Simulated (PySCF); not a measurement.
```yaml
atoms:
  - { symbol: C, position_ang: [2.9802, 0.3623, 0.2057] }
  - { symbol: C, position_ang: [1.5339, -0.0502, 0.1250] }
  - { symbol: P, position_ang: [0.2826, 1.1345, -0.0821] }
  - { symbol: C, position_ang: [-1.0313, -0.0426, -0.0820] }
  - { symbol: Si, position_ang: [-2.7981, 0.4955, -0.2705] }
  - { symbol: C, position_ang: [-0.6466, -1.3562, 0.0676] }
  - { symbol: P, position_ang: [1.0448, -1.7221, 0.2361] }
  - { symbol: H, position_ang: [3.5655, -0.1018, -0.5920] }
  - { symbol: H, position_ang: [3.0637, 1.4465, 0.1127] }
  - { symbol: H, position_ang: [3.4218, 0.0598, 1.1584] }
  - { symbol: H, position_ang: [-3.0790, 1.1942, -1.5392] }
  - { symbol: H, position_ang: [-3.2611, 1.4113, 0.7894] }
  - { symbol: H, position_ang: [-3.7052, -0.6678, -0.2332] }
  - { symbol: H, position_ang: [-1.3719, -2.1641, 0.0819] }
```

Geometry: GFN2-xTB.

All numbers below come from PBE0/pcSseg-1, SCF density, gas phase, non-relativistic in PySCF.

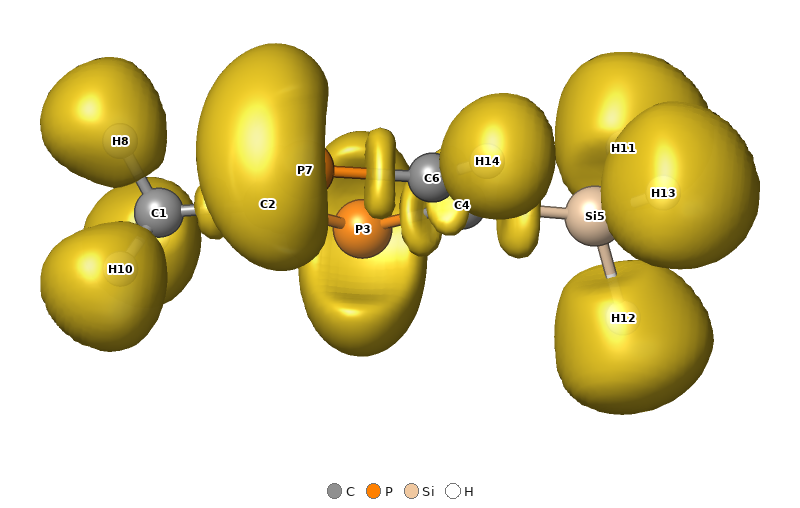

C$_{4}$H$_{7}$P$_{2}$Si (charge −1). Isosurface of the electron localisation function at 0.85 (yellow), seen from one side. Core shells and regions of very low density are left out.

> Identify the bonds, lone pairs and shells in this picture.

The surface consists of two regions between bonded C–C atoms (shared pairs), four regions between bonded C–P atoms (shared pairs), one region between bonded C–Si atoms (shared pairs), seven regions around hydrogen nuclei and two lobes on P, pointing away from the bonds (lone pairs).

Values along the shortest contacts:
C–C (1.38 Å): the ELF peaks at about 0.95 between the atoms, as expected for a covalent bond. C–P (1.74 Å): the ELF peaks at about 0.90 between the atoms; localised, covalent bonding.
